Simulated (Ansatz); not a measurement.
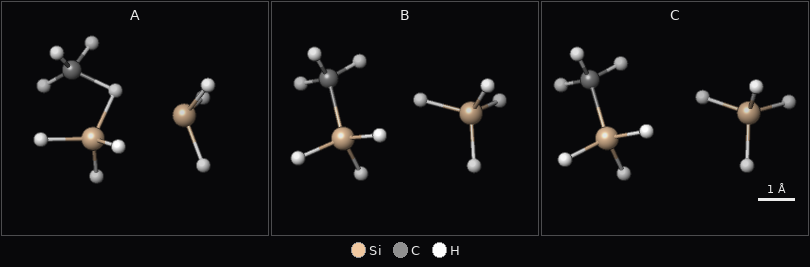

3 geometries from a converged minimum-energy path of CH₁₀Si₂, made up at the start of CH6Si and SiH$_{4}$, shuffled. A ball-and-stick model, seen at a tilt.

Theory: RKS PBE0/def2-SVP (Ansatz 0.2.0). Run with 7 movable images; climbing image; force threshold 0.05 eV/Å; iteration limit 60; starting path through a guess of the saddle point.

> One of them is the converged climbing image. Which?

A. In order along the path, whose images run from 0 to 8: C (image 1, +0.6 kJ/mol), B (image 2, +11.6 kJ/mol), A (image 4, +324.0 kJ/mol). Breaking: C–Si (1.88 → 4.21 Å), H–Si (1.49 → 3.70 Å). Forming: C–H (3.69 → 1.10 Å), Si–Si (4.25 → 2.35 Å).

Limits of the set-up: the start holds two separate molecules, 2.9 Å apart at their closest, whose relative position is a soft coordinate and is computed without a dispersion correction.
